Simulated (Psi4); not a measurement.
**triplet InF: levels of theory compared**

We compute a comparison of 6 runs (U-r2SCAN/def2-TZVPP, U-revPBE/def2-TZVPP, U-wB97M-V/def2-TZVPP, U-wB97X/def2-TZVPP, UBLYP/def2-TZVPP, UPBE/def2-TZVPP) of triplet InF. 

The results are computed with Psi4 1.11.

1 further run of the same task is left out (set aside as unsound or not needed).

## (1) The molecule

The species is InF (2 atoms), meant as a triplet with charge 0. As SMILES of the parent species, `[F][In]`. The coordinates come from a PBE0-D4/def2-TZVP relaxation. That shape belongs to the parent species and isn't relaxed for this state.

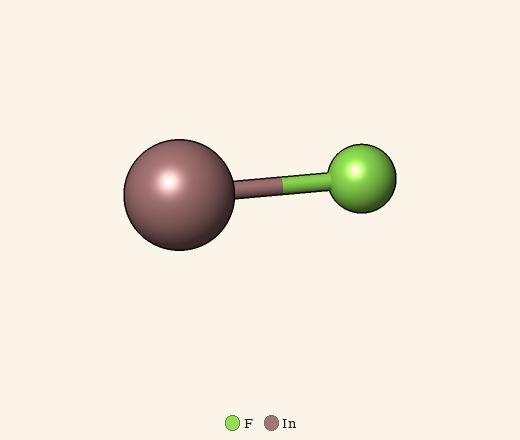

The structure, seen from a chosen angle (fluorine green, indium brown).

## (2) A single-point energy at U-r2SCAN/def2-TZVPP (core potential) (run 1)

job.dat reads:

```
memory 2200 MB

molecule geom {
  0 3
  F      0.000000     0.000000     0.015910
  In     0.000000     0.000000     2.009580
  symmetry c1
}

set basis def2-TZVPP
set reference uks
set puream true
set e_convergence 1e-09
set d_convergence 1e-08
set scf_type pk
set dft_radial_points 99
set dft_spherical_points 590
set maxiter 100

e_tot, wfn = energy('r2scan', return_wfn=True)
oeprop(wfn, 'MAYER_INDICES', 'MULLIKEN_CHARGES', 'LOWDIN_CHARGES')
```

Launch:

```console
psi4 job.dat job.out -n 1
```

job.out:

```text
[...]
    !!!  WARNING: ECP capability is in beta. Please check occupations closely.  !!!
[...]
  Running in c1 symmetry.
[...]
  Nuclear repulsion =   50.166021867525714
[...]
  Multiplicity = 3
[...]
  Nalpha       = 16
  Nbeta        = 14
[...]
    Number of basis functions: 81
[...]
   @UKS iter   1:  -289.80005526401038   -7.97497e-01   8.68377e-03 ADIIS/DIIS
[...]
   @UKS iter  22:  -289.97989160516579   -1.13687e-13   3.13345e-09 DIIS
[...]
   @S^2 Observed:                2.004715230E+00
[...]
  @UKS Final Energy:  -289.97989160516579
   => Energetics <=
    Nuclear Repulsion Energy =             50.1660218675257141
    One-Electron Energy =                -574.4251240667041429
    Two-Electron Energy =                 261.5035843525769224
    DFT Exchange-Correlation Energy =     -27.2243737585642869
    Empirical Dispersion Energy =           0.0000000000000000
    VV10 Nonlocal Energy =                  0.0000000000000000
    Total Energy =                       -289.9798916051657898
[...]
 Multipole Moments:
 ------------------------------------------------------------------------------------
     Multipole            Electronic (a.u.)      Nuclear  (a.u.)        Total (a.u.)
 ------------------------------------------------------------------------------------
 L = 1.  Multiply by 2.5417464519 to convert [e a0] to [Debye]
 Dipole X            :          0.0000000            0.0000000            0.0000000
 Dipole Y            :         -0.0000000            0.0000000           -0.0000000
 Dipole Z            :         18.9520007          -17.8711737            1.0808271
 Magnitude           :                                                    1.0808271
[...]
```

Run time: 48 s. Hardware: 1 thread of Intel Xeon at 2.50GHz (Skylake/Cascade Lake), shared host; peak memory 0.85 GiB.

## (3) Energy and forces at U-revPBE/def2-TZVPP (core potential) (run 2)

fin.xyz reads:

```xyz
2
FIn
F      0.000000     0.000000     0.015910
In     0.000000     0.000000     2.009580
```

fin.py reads:

```python
import psi4

psi4.set_memory(2200000000)
psi4.set_num_threads(1)
psi4.core.set_output_file('output.dat', False)

with open('fin.xyz') as f:
    atoms = ''.join(f.readlines()[2:])
m = psi4.geometry('0 3\n' + atoms + 'symmetry c1')

options = {'reference': 'uks', 'puream': True, 'e_convergence': 1e-09, 'd_convergence': 1e-08, 'scf_type': 'pk', 'dft_radial_points': 99, 'dft_spherical_points': 590, 'maxiter': 100}
psi4.set_options(options)

E, wfn = psi4.gradient('revpbe/def2-TZVPP', molecule=m, return_wfn=True)
psi4.oeprop(wfn, 'DIPOLE', 'QUADRUPOLE', 'MAYER_INDICES', title='REVPBE')
print('gradient / Eh bohr^-1')
print(E.np.round(6))
print(f'energy = {wfn.energy():.10f} Eh')
```

Launch:

```console
python fin.py
```

output.dat:

```text
[...]
    !!!  WARNING: ECP capability is in beta. Please check occupations closely.  !!!
[...]
  Running in c1 symmetry.
[...]
  Nuclear repulsion =   50.166021867525714
[...]
  Multiplicity = 3
[...]
  Nalpha       = 16
  Nbeta        = 14
[...]
    Number of basis functions: 81
[...]
   @UKS iter   1:  -289.79316519589878   -7.44190e-01   8.56924e-03 ADIIS/DIIS
[...]
   @UKS iter  13:  -289.96983757381639   -5.11591e-13   7.74036e-09 DIIS
[...]
   @S^2 Observed:                2.002466696E+00
[...]
  @UKS Final Energy:  -289.96983757381639
   => Energetics <=
    Nuclear Repulsion Energy =             50.1660218675257141
    One-Electron Energy =                -574.1310505201479373
    Two-Electron Energy =                 261.1735561523793763
    DFT Exchange-Correlation Energy =     -27.1783650735735698
    Empirical Dispersion Energy =           0.0000000000000000
    VV10 Nonlocal Energy =                  0.0000000000000000
    Total Energy =                       -289.9698375738163918
[...]
  -Total Gradient:
     Atom            X                  Y                   Z
    ------   -----------------  -----------------  -----------------
       1        0.000000000126     0.000000000155     0.003734151275
       2       -0.000000000126    -0.000000000155    -0.003726670688
[...]
```

On the terminal:

```text
gradient / Eh bohr^-1
[[ 0.        0.        0.003734]
 [-0.       -0.       -0.003727]]
energy = -289.9698375738 Eh
```

It took 24 s on 1 thread of Intel Xeon at 2.50GHz (Skylake/Cascade Lake), shared host; peak memory 0.52 GiB.

Runs 3 to 5 aren't shown in full; the table further down has their settings and results.

## (4) Energy and forces at UPBE/def2-TZVPP (core potential) (run 6)

fin.xyz is that of step 3.

fin_ase.py reads:

```python
import numpy as np
from ase.calculators.psi4 import Psi4
from ase.io import read

mol = read('fin.xyz')
calc = Psi4(atoms=mol, method='pbe', basis='def2-TZVPP', memory='2200MB', num_threads=1, charge=0, multiplicity=3, label='psi4-calc', reference='uks')
calc.psi4.set_options({'puream': True, 'e_convergence': 1e-09, 'd_convergence': 1e-08, 'scf_type': 'pk', 'dft_radial_points': 99, 'dft_spherical_points': 590, 'maxiter': 100})
mol.calc = calc

forces = mol.get_forces()
print(f'energy: {mol.get_potential_energy():.6f} eV')
print('forces / eV A^-1')
print(np.round(forces, 5))
```

Launch:

```console
python fin_ase.py
```

psi4-calc.dat:

```text
[...]
    !!!  WARNING: ECP capability is in beta. Please check occupations closely.  !!!
[...]
  Running in c1 symmetry.
[...]
  Nuclear repulsion =   50.166021867525714
[...]
  Multiplicity = 3
[...]
  Nalpha       = 16
  Nbeta        = 14
[...]
    Number of basis functions: 81
[...]
   @UKS iter   1:  -289.68413055061063   -7.46755e-01   8.48676e-03 DIIS/ADIIS
[...]
   @UKS iter  13:  -289.85727713721246   -2.21689e-12   7.18883e-09 DIIS
[...]
   @S^2 Observed:                2.002174133E+00
[...]
  @UKS Final Energy:  -289.85727713721246
   => Energetics <=
    Nuclear Repulsion Energy =             50.1660218675257141
    One-Electron Energy =                -574.0680818986002123
    Two-Electron Energy =                 261.0974406067079485
    DFT Exchange-Correlation Energy =     -27.0526577128459067
    Empirical Dispersion Energy =           0.0000000000000000
    VV10 Nonlocal Energy =                  0.0000000000000000
    Total Energy =                       -289.8572771372124635
[...]
  -Total Gradient:
     Atom            X                  Y                   Z
    ------   -----------------  -----------------  -----------------
       1       -0.000000000108    -0.000000000145     0.000383870537
       2        0.000000000108     0.000000000145    -0.000377441295
[...]
```

Standard output:

```text
energy: -7887.418260 eV
forces / eV A^-1
[[ 0.       0.      -0.01974]
 [-0.      -0.       0.01941]]
```

Run time: 26 s. Hardware: 1 thread of Intel Xeon at 2.50GHz (Skylake/Cascade Lake), shared host; peak memory 0.54 GiB.

## (5) Overview of the runs

```csv
run,level,task,energy (Eh),dipole moment (D),HOMO energy (eV),⟨S²⟩,wall time
1,U-r2SCAN/def2-TZVPP (core potential),energy,-289.979892,2.75,-3.51,2.005,48 s
2,U-revPBE/def2-TZVPP (core potential),gradient,-289.969838,2.45,-3.21,2.002,24 s
3,U-wB97M-V/def2-TZVPP (core potential),energy,-289.869001,2.98,-5.96,2.005,53 s
4,U-wB97X/def2-TZVPP (core potential),gradient,-289.945955,2.94,-5.90,2.006,46 s
5,UBLYP/def2-TZVPP (core potential),gradient,-289.903513,2.44,-3.00,2.002,21 s
6,UPBE/def2-TZVPP (core potential),gradient,-289.857277,2.46,-3.23,2.002,26 s
```

## (6) What came out

| quantity | value |
| --- | --- |
| run 6: total energy | -289.85728 Eh |
| run 6: dipole moment | 2.46 D |
| run 6: HOMO energy (highest over α and β) | -3.23 eV |
| run 6: ⟨S²⟩ | 2.002 |
| run 6: largest force on an atom | 0.020 eV/Å |

**Reading.** The dipole moment (its size) runs from 2.44 D (UBLYP/def2-TZVPP) to 2.98 D (U-wB97M-V/def2-TZVPP). Totals of different functionals can't be ranked against each other. All runs together took 3.6 min, the longest 53 s.
